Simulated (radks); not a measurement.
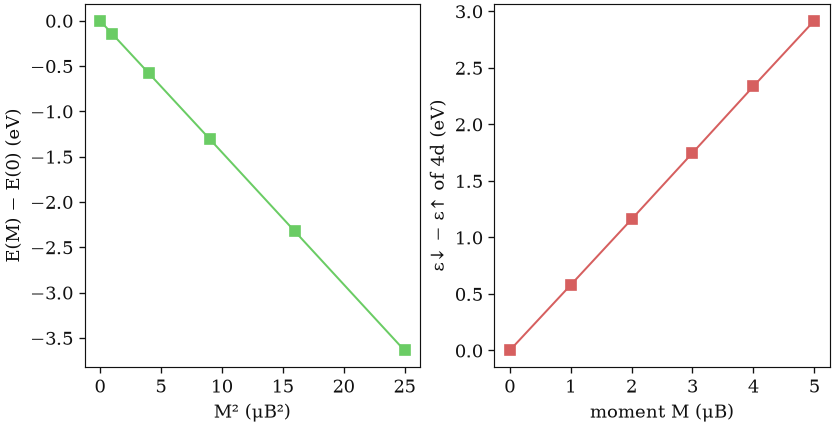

For Mo in [Kr] 4d5 5s1, the spin moment of the 4d shell is fixed at a series of values. The calculation used the in-house radial solver radks at this level: scalar-relativistic Kohn-Sham, PBEsol, spin-polarised, spherical densities, point nucleus. The plot shows the energy and the exchange splitting.

**Describe both curves.**

The energy falls with the moment, to −3.64 eV at M = 5 μB, the largest moment run, in line with Hund's first rule (at fractional spins the functional's fractional-spin error adds to the fall). A fit E = −I M²/4 gives an exchange integral I of about 0.58 eV, and the exchange splitting grows nearly in proportion to M, to 2.92 eV (0.58 eV per μB).
